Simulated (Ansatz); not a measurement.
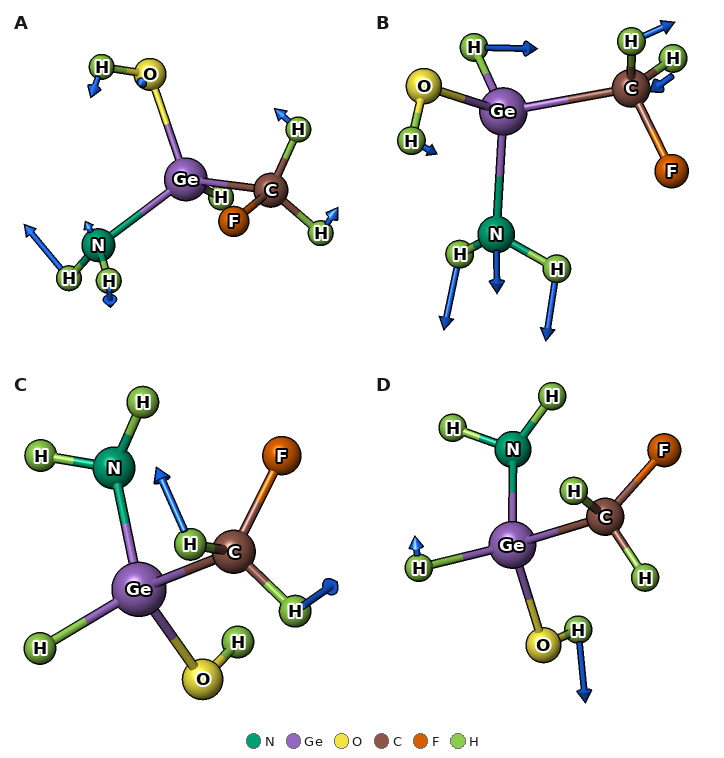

4 normal modes of one molecule or complex, as arrows. Harmonic vibrations computed with RKS PBE0-D4/def2-TZVP (Ansatz 0.2.0) at a stationary point of the same level.

**Match the panels to the wavenumbers 213 cm⁻¹, 714 cm⁻¹, 937 cm⁻¹, 1468 cm⁻¹.**

A: 213 cm⁻¹
B: 714 cm⁻¹
C: 1468 cm⁻¹, H–C–H bending
D: 937 cm⁻¹, Ge–O–H bending
